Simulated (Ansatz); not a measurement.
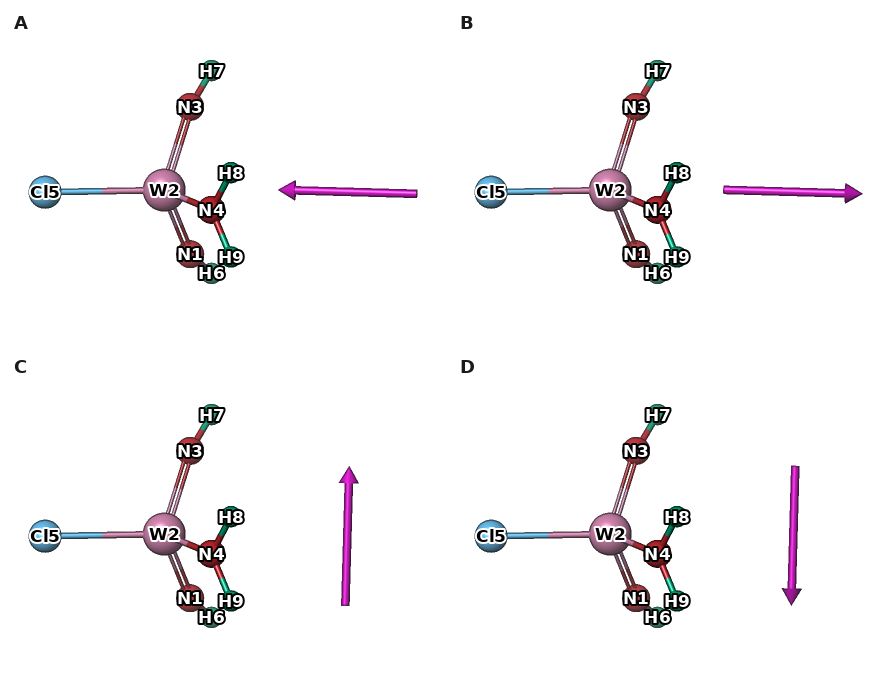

The same molecule four times, each with an arrow. The species is neutral and a spin singlet. The geometry was computed by an optimisation with PBE-D4/def2-SVP. No frequency run is at hand to confirm it as a minimum. Method: RKS PBE-D4/def2-SVP, core potentials on W (Ansatz 0.2.0).

**Which arrow points along the dipole moment, from the negative to the positive end?**

B. The dipole moment is 3.43 D; it points from the side of Cl5 to the side of H8, H9 (the outermost atoms at the two ends).
